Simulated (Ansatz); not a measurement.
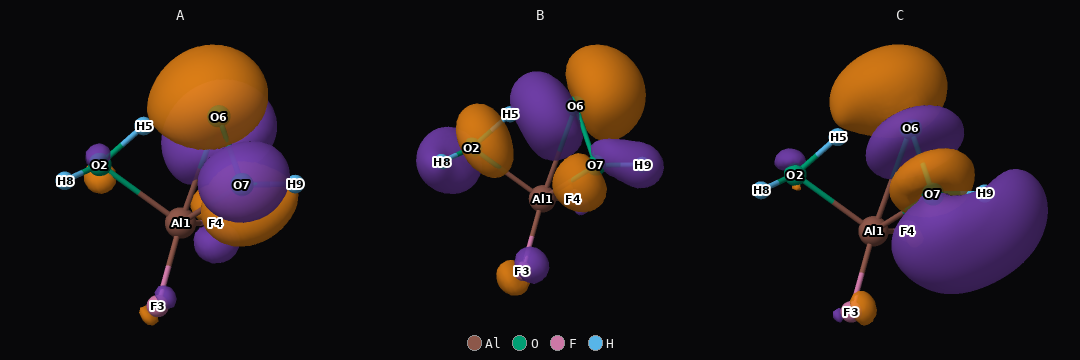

*AlF2H3O3. Three frontier orbitals at ±0.1 Å⁻³ᐟ² (orange and purple are the two phases), in no order.*

A transition-state structure; geometry: PBE0-D4/def2-TZVP.

All numbers below come from RKS PBE0-D4/def2-TZVPP in Ansatz 0.2.0.

The calculation's input:

```
crystal:
  periodic: [false, false, false]
  atoms:
    - {symbol: Al, position_ang: [-0.716166, -0.315507, -0.029615]}
    - {symbol: O, position_ang: [0.692758, -0.897149, 1.006183]}
    - {symbol: F, position_ang: [-0.964203, -1.549911, -1.103804]}
    - {symbol: F, position_ang: [-2.081541, 0.268769, 0.672341]}
    - {symbol: H, position_ang: [1.050570, 0.131803, 0.830240]}
    - {symbol: O, position_ang: [0.584588, 1.333162, 0.359027]}
    - {symbol: O, position_ang: [0.299613, 0.924436, -1.030782]}
    - {symbol: H, position_ang: [1.255180, -1.610187, 0.691831]}
    - {symbol: H, position_ang: [-0.120699, 1.714584, -1.395321]}
basis:
  gaussian: {orbitals: def2-TZVPP}
hamiltonian: {xc: pbe0, dispersion: d4}
output: {orbitals: {seedname: orbitals}}
```

Run with:

```sh
ansatz run in.yaml --threads 8 --pin off --events-out ev --progress --plain --max-ram 19148MiB
```

Which picture is the HOMO−1, the HOMO and the LUMO?

B is the HOMO−1 (−9.29 eV). It lies mainly on O6 (about 65 %), O2 (about 15 %) and O7 (about 10 %). A is the HOMO (−8.68 eV). By Hirshfeld shares it lies mainly on O6 (about 65 %) and O7 (about 20 %). C is the LUMO (−0.83 eV). It lies mainly on O6 (about 45 %), O7 (about 30 %) and H9 (about 10 %).

What is the HOMO–LUMO gap?

7.85 eV between the orbital energies.
